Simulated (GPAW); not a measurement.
Density of states of Gd (Im-3m, 1 atom in the cell).

```
Gd
1.0
   -2.03462     2.03462     2.03462
    2.03462    -2.03462     2.03462
    2.03462     2.03462    -2.03462
Gd
1
Direct
  0.00000   0.00000   0.00000
```
Moments meant for the start (each program seeds them in its own way; μB, in the order of the atoms Gd): 7.0.

Method: LDA (Perdew-Wang 92), GPAW PAW datasets LDA (gpaw-data 1.0.1) (plane waves; GPAW).

SCF settings: spinpol = true; mode = pw; ecut = 850 eV; xc = LDA; kpts = 9 9 9; mesh shift (steps) = 0 0 0; occupations.name = fermi-dirac; occupations.width = 0.136 eV; nbands = -9; convergence.density = 1e-05 e/electron; convergence.energy = 1e-05 eV/electron; symmetry.symmorphic = false; symmetry.tolerance = 0.0005; maxiter = 100. Keys of the DOS step: dos_kpts = 14 14 14; dos_width = 0.3 eV.

The starting cell comes from a database of computed structures (which also holds hypothetical and non-ambient phases and stackings), without a prior relaxation at this level. Spin-orbit coupling is off. With one magnetic atom in the cell only a parallel order is possible. With U or open f shells several self-consistent states can exist. The f electrons are in the valence without U or exact exchange, which can misplace them near the Fermi level. Spin-orbit terms, which matter for f shells, are left out.

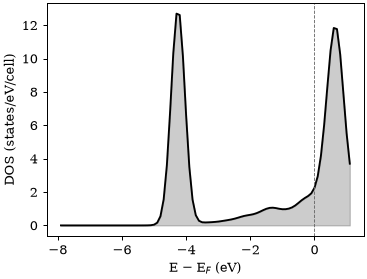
Total density of states, both spins summed.

Total DOS (both spins), as means of the tabulated values in each energy bin; the zero is the program's Fermi level or highest filled level, and the curve is cut to this window:

| E (eV) | states/eV/cell |
|---|---|
| -7.75 | 0.00 |
| -7.25 | 0.00 |
| -6.75 | 0.00 |
| -6.25 | 0.00 |
| -5.75 | 0.00 |
| -5.25 | 0.00 |
| -4.75 | 1.19 |
| -4.25 | 10.5 |
| -3.75 | 2.51 |
| -3.25 | 0.19 |
| -2.75 | 0.29 |
| -2.25 | 0.51 |
| -1.75 | 0.76 |
| -1.25 | 1.03 |
| -0.75 | 1.05 |
| -0.25 | 1.64 |
| 0.25 | 4.74 |
| 0.75 | 10.5 |

Around zero the curve holds about 2.4 states/eV/cell.
